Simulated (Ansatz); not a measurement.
## TiH (Fm-3m): relaxing the cell for a phonon run

Task: relax TiH (Fm-3m) tightly.

Calculated with Ansatz 0.2.0; DFT LDA, scalar-relativistic, plane waves, PAW.

### Step 1. The structure

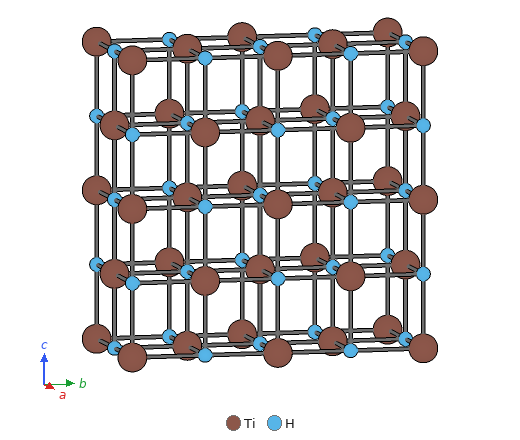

The cell as given, slightly off an axis (titanium brown, hydrogen blue). 1×2×2 cells are drawn. This picture shows the conventional cell, with its axes. Some periodic images of atoms are drawn too.

### Step 2. A coarse first look

First a cheap look: the gap decides the mesh and the occupations, the pressure tells how far the cell has to move.

Input file input.yaml:

```yaml
crystal:
  lattice:
    - [0.0, 2.08969722, 2.08969722]
    - [2.08969722, 0.0, 2.08969722]
    - [2.08969722, 2.08969722, 0.0]
  atoms:
    - { symbol: Ti, position: [0.0, 0.0, 0.0] }
    - { symbol: H, position: [0.5, 0.5, 0.5] }
kpoints:
  mp_grid: { grid: [8, 8, 8] }
hamiltonian:
  xc: lda
scf:
  occupations: { method: gaussian, width: 0.1 }
output:
  forces: true
  stress: true
  eigenvalues: true
```

Command:

```
> ansatz run input.yaml --threads 4 --pin off --max-ram 7168MiB --backend cpu --events-out ev --progress --plain --runs-dir out
```

Numbers of over 12 decimals in the logs are rounded to 6 here.

The log of the run:

```text
Engine: ansatz 0.2.0, aarch64-unknown-linux-gnu
Pseudopotentials: kind: paw
Pseudopotential: Ti, paw, valence charge 12, recommended cutoff 420 eV (normal), Ti.paw.azcp
Pseudopotential: H, paw, valence charge 1, recommended cutoff 420 eV (normal), H.paw.azcp
Functional definition: SPW92
  exchange = slater_x
  correlation = pw_c
Crystal: 2 atoms, lattice volume = 18.251 Å³
Basis set: ecut = 420 eV, 339 PW (Γ)
[...]
--- Band table (eV; the first three rows and the last of 29) ---
  k-point 0: bands = [... 3 lower, -19.0160, 3.9763, 14.0241, 14.0241, 14.0241, 15.4649, 15.4649, 24.1251]
  k-point 1: bands = [... 3 lower, -19.0274, 4.4105, 13.6956, 14.1679, 14.1679, 15.3450, 15.3450, 22.6233]
  k-point 2: bands = [... 3 lower, -19.0549, 5.6018, 12.7805, 14.1305, 14.1305, 15.5525, 15.5525, 20.7542]
  k-point 28: bands = [... 3 lower, -19.2504, 7.4150, 12.6164, 12.6164, 14.8038, 16.9894, 19.3599, 20.5600]
[key lines of the parts left out:]
SCF converged after 6 iterations
Free energy (F): -2466.760270 eV
Fermi energy:    13.350438 eV
P = ⅓ Tr σ = -7.4896 GPa (-74.896 kbar)
```

Wall time 0.26 s (4 threads of Arm Neoverse V2, shared host); peak memory 0.25 GiB; 0.59 s of CPU time.

Numbers from this step:

```yaml
pressure: -7.490 GPa
volume_per_atom: 9.125 Å³
gap_on_the_k_mesh: 0 eV
```

The coarse mesh shows no gap and a pressure of -7.5 GPa.

### Step 3. Relaxation

The cell and atoms are relaxed, since residual forces and stress would shift the frequencies.

input.yaml, the sections that differ from step 2:

```yaml
kpoints:
  mp_grid: { grid: [16, 16, 16] }
output:
  forces: true
  stress: true
  eigenvalues: true
  write_density: true
  write_potential: true
  elf: true
  volumetric_format: npy
relax:
  adjacent_minimum: "off"
  f_tol: 0.005
  max_steps: 80
  cell: { stress_tol: 0.05 }
# crystal, hamiltonian, scf: as in step 2
```

The log of the run:

```text
[...]
Crystal: 2 atoms, lattice volume = 18.251 Å³
Basis set: ecut = 420 eV, 339 PW (Γ)
Bands: 11, of which v1, the nominal top of the filled ones, is band 7 counted from 1 (6 counted from 0)
Symmetry: 48 space group operations
[...]
k-points: 145 of 4096
[...]
SCF iter   1: F=—  HF=-2466.762438 eV  |F-HF|=—  |Δ(HF+E_count)|=         —  Δρ=1.01e-2  dr2=1.38e-2  ethr=1.77e-3  ⟨swp⟩=4.3  Hψ=8115  notcnv=0
[...]
SCF iter   6: F=-2466.756712 eV  HF=-2466.756712 eV  |F-HF|=4.96e-11  |Δ(HF+E_count)|=  6.23e-10  Δρ=2.10e-6  dr2=3.80e-10  ethr=9.14e-11  ⟨swp⟩=4.7  Hψ=7313  notcnv=0
SCF 1 converged in 6 iterations: F = -2466.756712 eV  dr2 = 3.80e-10
[...]
relax step   1: F+E_penalty+E_count = -2466.75671197 eV  Δ(F+E_penalty+E_count) = +0.000e0 eV  max|allowed force component| = 7.642e-31 eV/Å  Δτ_max = 0.0000 Å  P = -7.967 GPa  Ω = 18.251 Å³  (6 SCF iters, dr2 threshold 1.00e-7 eV, accepted)
Crystal: 2 atoms, lattice volume = 16.396 Å³
Basis set: ecut = 420 eV, 331 PW (Γ)
[...]
iter 1 solved again at ethr=1.21e-4 eV; its pass at ethr=3.10e-3 eV (dr2=1.58e-2 eV) is discarded
[...]
SCF iter   5: F=-2466.759249 eV  HF=-2466.759249 eV  |F-HF|=2.00e-8  |Δ(HF+E_count)|=   8.21e-6  Δρ=2.54e-5  dr2=5.29e-8  ethr=1.54e-9  ⟨swp⟩=5.9  Hψ=9382  notcnv=0
SCF 2 converged in 5 iterations: F = -2466.759249 eV  dr2 = 5.29e-8
relax step   2: F+E_penalty+E_count = -2466.75924895 eV  Δ(F+E_penalty+E_count) = -2.537e-3 eV  max|allowed force component| = 1.676e-30 eV/Å  Δτ_max = 0.0000 Å  P = +9.268 GPa  Ω = 16.396 Å³  energy of the carried Pulay correction = +1.662e-3 eV  (5 SCF iters, dr2 threshold 2.00e-7 eV, accepted)
Crystal: 2 atoms, lattice volume = 17.344 Å³
[...]
SCF iter   5: F=-2466.782669 eV  HF=-2466.782669 eV  |F-HF|=4.16e-9  |Δ(HF+E_count)|=   2.79e-6  Δρ=1.47e-5  dr2=2.09e-8  ethr=1.54e-9  ⟨swp⟩=5.3  Hψ=8190  notcnv=0
SCF 3 converged in 5 iterations: F = -2466.782669 eV  dr2 = 2.09e-8
relax step   3: F+E_penalty+E_count = -2466.78266919 eV  Δ(F+E_penalty+E_count) = -2.342e-2 eV  max|allowed force component| = 4.273e-31 eV/Å  Δτ_max = 0.0000 Å  P = -0.625 GPa  Ω = 17.344 Å³  energy of the carried Pulay correction = +7.910e-4 eV  (5 SCF iters, dr2 threshold 2.00e-7 eV, accepted)
[...]
relax step   4: F+E_penalty+E_count = -2466.78285749 eV  Δ(F+E_penalty+E_count) = -1.883e-4 eV  max|allowed force component| = 1.709e-30 eV/Å  Δτ_max = 0.0000 Å  P = -0.042 GPa  Ω = 17.281 Å³  energy of the carried Pulay correction = +8.475e-4 eV  (4 SCF iters, dr2 threshold 2.00e-7 eV, accepted)
[...]
relax step   5: F+E_penalty+E_count = -2466.78216839 eV  Δ(F+E_penalty+E_count) = +6.891e-4 eV  max|allowed force component| = 2.104e-30 eV/Å  Δτ_max = 0.0000 Å  P = -0.084 GPa  Ω = 17.281 Å³  stress off target by 8.36e-2 GPa  SCF on the basis re-selected at this cell (its energy is not comparable with the rows above)  (5 SCF iters)
[...]
relax step   6: F+E_penalty+E_count = -2466.78217864 eV  Δ(F+E_penalty+E_count) = -1.025e-5 eV  max|allowed force component| = 4.889e-31 eV/Å  Δτ_max = 0.0000 Å  P = +0.000 GPa  Ω = 17.272 Å³  energy of the carried Pulay correction = +7.904e-6 eV  (3 SCF iters, dr2 threshold 1.75e-8 eV, accepted)
[...]
SCF iter   4: F=-2466.782170 eV  HF=-2466.782170 eV  |F-HF|=2.73e-12  |Δ(HF+E_count)|=  1.31e-10  Δρ=2.05e-7  dr2=7.11e-12  ethr=1.00e-12  ⟨swp⟩=3.5  Hψ=6453  notcnv=0
SCF 7 converged in 4 iterations: F = -2466.782170 eV  dr2 = 7.11e-12
relax step   7: F+E_penalty+E_count = -2466.78217015 eV  Δ(F+E_penalty+E_count) = +8.486e-6 eV  max|allowed force component| = 3.369e-31 eV/Å  Δτ_max = 0.0000 Å  P = -0.000 GPa  Ω = 17.272 Å³  stress off target by 3.50e-5 GPa  SCF on the basis re-selected at this cell (its energy is not comparable with the rows above)  (4 SCF iters)
[...]
SCF converged after 4 iterations
Free energy (F): -2466.782170 eV
[...]
Internal energy: -2466.773491 eV  (E = F + TS)
E sigma→0 (E₀):  -2466.777831 eV
Entropy (-TS):   -0.008679 eV (-4.339 meV/atom)
Fermi energy:    14.259691 eV
[...]
--- Stress (GPa, compression-positive) ---
       -0.000035       0.000000       0.000000
        0.000000      -0.000035      -0.000000
        0.000000       0.000000      -0.000035
  P = ⅓ Tr σ = -0.0000 GPa (-0.000 kbar)
--- Band table (eV; the first three rows and the last of 145) ---
  k-point 0: bands = [... 3 lower, -17.9479, 4.6190, 14.9539, 14.9539, 14.9539, 16.5172, 16.5172, 25.5568]
  k-point 1: bands = [... 3 lower, -17.9514, 4.7356, 14.8628, 15.0007, 15.0007, 16.4731, 16.4731, 25.0340]
  k-point 2: bands = [... 3 lower, -17.9615, 5.0769, 14.5990, 15.1087, 15.1087, 16.3842, 16.3842, 23.9468]
  k-point 144: bands = [... 3 lower, -18.2295, 8.0565, 13.4847, 13.4847, 15.7994, 18.1657, 20.6877, 21.9151]
--- Relaxed structure (5 steps of the walk, 5 accepted, 2 SCFs on fresh bases) ---
  F+E_penalty+E_count = -2466.78217015 eV   max|allowed force component| = 3.369e-31 eV/Å   (the final SCF, on the basis selected at the relaxed cell)
  cell:  # Å, volume = 17.2718 Å³
    - [0, 2.051646, 2.051646]
    - [2.051646, 0, 2.051646]
    - [2.051646, 2.051646, 0]
  atoms:
    - { symbol: Ti, position: [0, 0, 0] }
    - { symbol: H, position: [0.5, 0.5, 0.5] }
```

The job ended after 3.5 s (4 threads; peak memory 0.32 GiB).

Step by step:

| step | energy less that of the first step (eV) | largest force component (eV/Å) | pressure (GPa) | volume (Å³) |
| --- | --- | --- | --- | --- |
| 1 | 0.0000 | 0.0000 | -7.97 | 18.25 |
| 2 | -0.0025 | 0.0000 | 9.27 | 16.40 |
| 3 | -0.0260 | 0.0000 | -0.63 | 17.34 |
| 4 | -0.0261 | 0.0000 | -0.04 | 17.28 |
| 5* | -0.0255 | 0.0000 | -0.08 | 17.28 |
| 6 | -0.0255 | 0.0000 | 0.00 | 17.27 |
| 7* | -0.0255 | 0.0000 | 0.00 | 17.27 |

Relaxation steps marked * repeat the geometry before them on a plane-wave basis chosen anew for their cell, so energy and pressure can jump there.

Forces are held to the 48 operations that the run works with; a distortion that breaks them can't arise in this run.

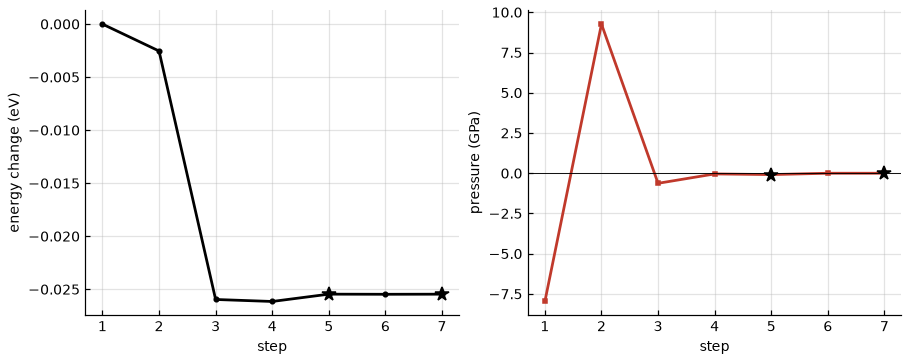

Energy and pressure along the relaxation. Stars mark steps on a basis chosen anew.

| conventional cell, symmetrised | before | after | change |
| --- | --- | --- | --- |
| a (Å) | 4.179 | 4.103 | -1.8 % |
| b (Å) | 4.179 | 4.103 | -1.8 % |
| c (Å) | 4.179 | 4.103 | -1.8 % |
| volume (Å³/atom) | 9.13 | 8.64 | -5.4 % |

The relaxed structure:

```
Ti H
1.0
     0.00000    2.05165    2.05165
     2.05165    0.00000    2.05165
     2.05165    2.05165    0.00000
Ti H
1 1
Direct
  0.00000 0.00000 0.00000
  0.50000 0.50000 0.50000
```

Numbers from this step:

| Item | Value |
| --- | --- |
| pressure | -3.50e-5 GPa |
| volume per atom | 8.636 Å³ |

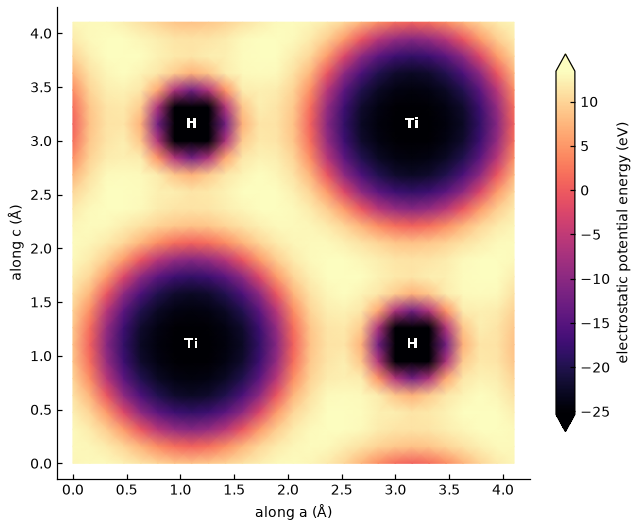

Electrostatic potential energy in the ac plane of the conventional cell at fractional y = 0.000, with atoms of Ti and H within 0.2 Å of it. With pseudopotentials it is smooth inside the atoms' cores, unlike the true potential. The map starts off the cell's origin, so that atoms lie inside it.

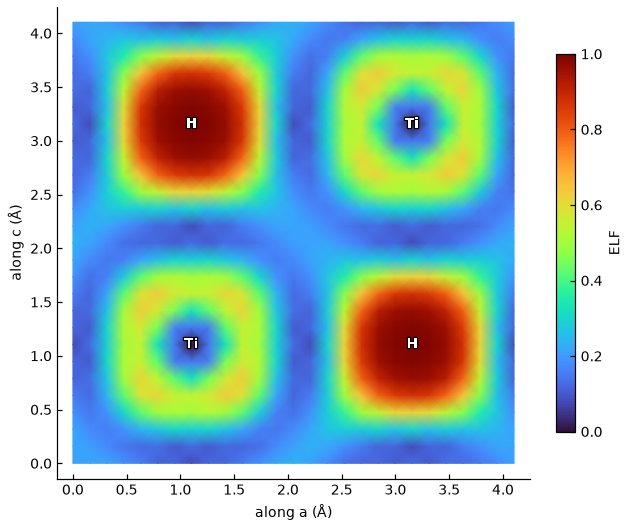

ELF in the ac plane of the conventional cell at fractional y = 0.000, with atoms of Ti and H within 0.2 Å of it. It is the smooth field of the valence electrons, not physical close to the nuclei. The map starts off the cell's origin, so that atoms lie inside it.

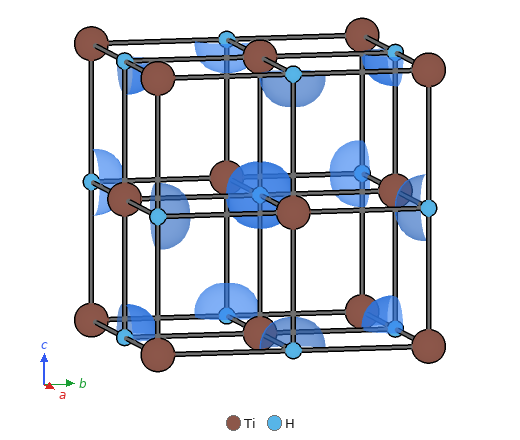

Surface of ELF = 0.85.

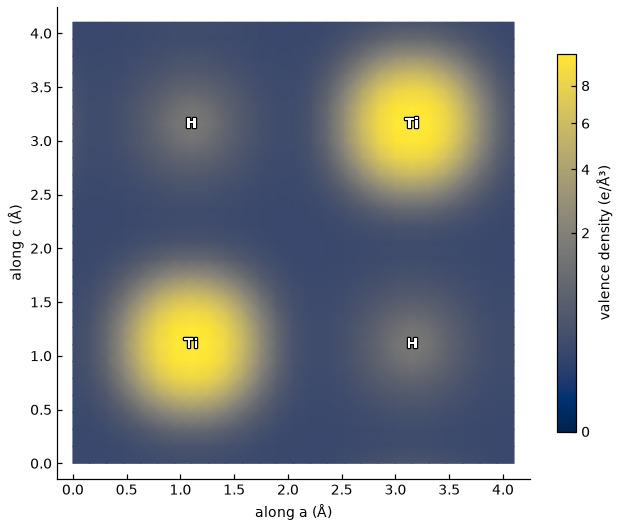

Valence density in the ac plane of the conventional cell at fractional y = 0.000, with atoms of Ti and H within 0.2 Å of it. It is the smooth field of the valence electrons, not physical close to the nuclei. The map starts off the cell's origin, so that atoms lie inside it. The colour scale is stretched toward low values.

In this step the volume went from 9.13 to 8.64 Å³/atom.

### Step 4. Relaxing to small forces for the phonons

Phonons need a cell at rest on their own settings, so the relaxation is repeated with tight tolerances on forces and stress on the k mesh and occupations of the first response run.

input.yaml, the sections that differ from step 3:

```yaml
crystal:
  lattice:
    - [0.0, 2.0516461151, 2.0516461151]
    - [2.0516461151, 0.0, 2.0516461151]
    - [2.0516461151, 2.0516461151, 0.0]
  atoms:
    - { symbol: Ti, position: [0.0, 0.0, 0.0] }
    - { symbol: H, position: [0.5, 0.5, 0.5] }
scf:
  occupations: { method: methfessel_paxton, width: 0.15 }
relax:
  adjacent_minimum: "off"
  f_tol: 0.001
  max_steps: 60
  cell: { stress_tol: 0.01 }
# kpoints, hamiltonian, output: as in step 3
```

The log of the run:

```text
[...]
Crystal: 2 atoms, lattice volume = 17.272 Å³
Basis set: ecut = 420 eV, 331 PW (Γ)
Bands: 11, of which v1, the nominal top of the filled ones, is band 7 counted from 1 (6 counted from 0)
Symmetry: 48 space group operations
[...]
k-points: 145 of 4096
[...]
k-point 144: bands = [... 3 lower, -18.2299, 8.0572, 13.4857, 13.4857, 15.7998, 18.1660, 20.6883, 21.9170]
--- Relaxed structure (3 steps of the walk, 3 accepted, 1 SCFs on fresh bases) ---
[...]
cell:  # Å, volume = 17.2698 Å³
    - [0, 2.051566, 2.051566]
    - [2.051566, 0, 2.051566]
    - [2.051566, 2.051566, 0]
  atoms:
    - { symbol: Ti, position: [0, 0, 0] }
    - { symbol: H, position: [0.5, 0.5, 0.5] }
[key lines of the parts left out:]
SCF converged after 4 iterations
Free energy (F): -2466.777426 eV
Fermi energy:    14.258102 eV
P = ⅓ Tr σ = 0.0001 GPa (0.001 kbar)
```

The job ended after 1.8 s (4 threads; peak memory 0.32 GiB).

Little changed from the start: no atom moved by 0.005 Å and no cell edge by 0.1 %.

This step gave:

```
pressure        : 1.25e-4 GPa
volume per atom : 8.635 Å³
```

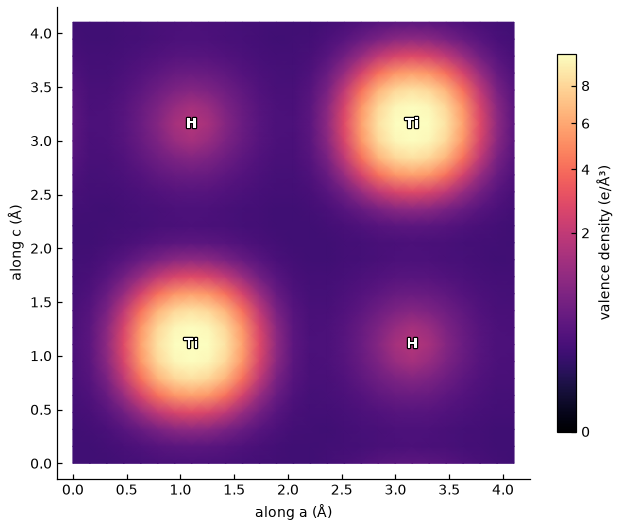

Valence density in the ac plane of the conventional cell at fractional y = 0.000, with atoms of Ti and H within 0.2 Å of it. It is the smooth field of the valence electrons, not physical close to the nuclei. The map starts off the cell's origin, so that atoms lie inside it. The colour scale is stretched toward low values.

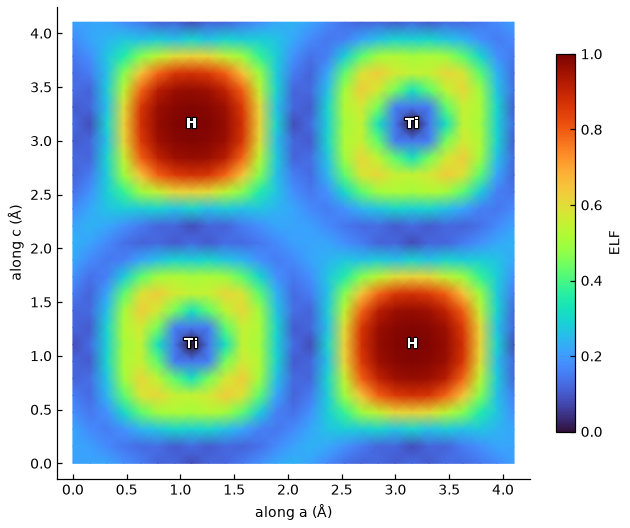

ELF in the ac plane of the conventional cell at fractional y = 0.000, with atoms of Ti and H within 0.2 Å of it. It is the smooth field of the valence electrons, not physical close to the nuclei. The map starts off the cell's origin, so that atoms lie inside it.

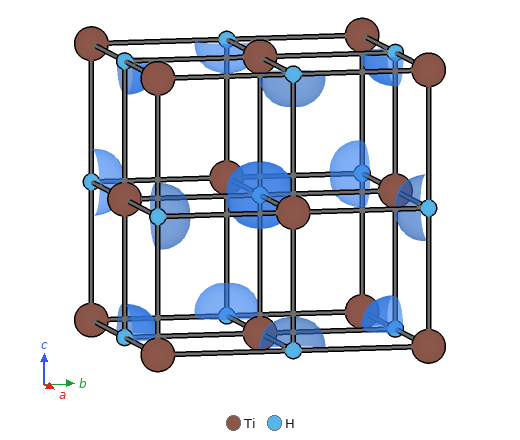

Surface of ELF = 0.85.

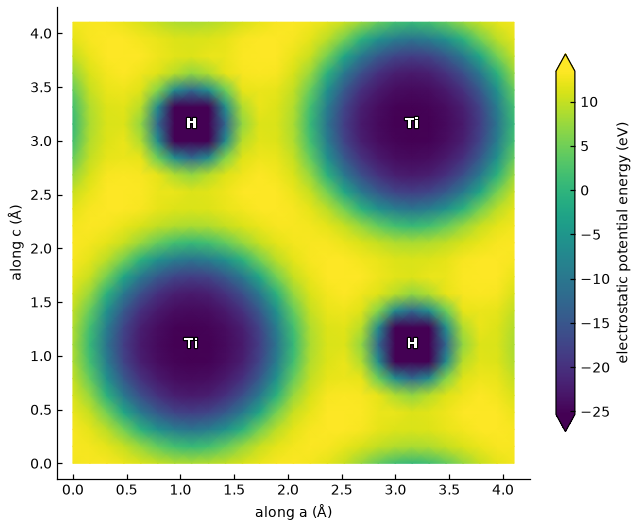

Electrostatic potential energy in the ac plane of the conventional cell at fractional y = 0.000, with atoms of Ti and H within 0.2 Å of it. With pseudopotentials it is smooth inside the atoms' cores, unlike the true potential. The map starts off the cell's origin, so that atoms lie inside it.

The forces vanish by symmetry and the pressure is 0.000 GPa, within the tolerances set. The cell now holds 8.63 Å³/atom.

### Step 5. Outcome

- space group after relaxation (within 0.01 Å): Fm-3m
- lattice constant a: 4.103 Å
- lattice constant b: 4.103 Å
- lattice constant c: 4.103 Å
- volume per atom: 8.63 Å³

In words: The forces vanish by symmetry and the pressure is 0.000 GPa, within the tolerances set. The cell now holds 8.63 Å³/atom. The relaxation keeps the symmetry of its start, so it says nothing on stability against lower symmetry. The runs are without spin polarisation, although the cell has an odd electron count.

[Logs are printed without paths, hosts, clocks, repeated set-up lines and the standing remarks that a program may print on its own settings, such as how far it seeks lower states.]

[Hosts, paths, dates, database ids (printed as entryN), source tags and the programs' standing remarks are cut or masked in the printed files.]
